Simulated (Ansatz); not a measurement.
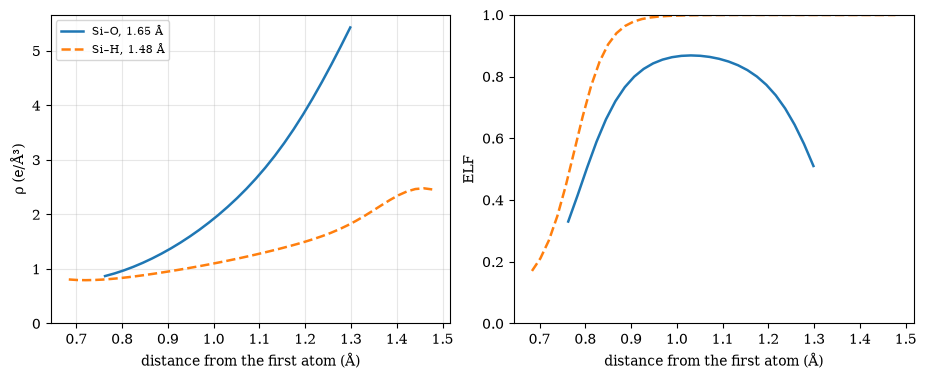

Figure. H4OSi2 (SMILES [SiH]O[SiH3]). Total electron density and ELF along straight lines between neighbouring atoms. The curves leave out the atomic cores.

Computed with Ansatz, RHF/def2-SVP.

```xyz
7

Si   -1.7452   -1.4984   -0.1733
O    -0.4153   -0.6829    0.3602
Si    0.7620    0.4723    0.2801
H    -1.9927   -0.7091   -1.4634
H     0.6615    1.3510    1.4638
H     2.0858   -0.1836    0.2627
H     0.5973    1.2818   -0.9485
```

Compare the contacts.

Si–O (1.65 Å): ρ is about 1 e/Å³ halfway; the ELF peaks at about 0.85 between the atoms; a shared but strongly polarised pair.
Si–H (1.48 Å): ρ at the midpoint is about 0.8 e/Å³; the ELF climbs to about 1 towards the hydrogen, as it does in any bond to H.
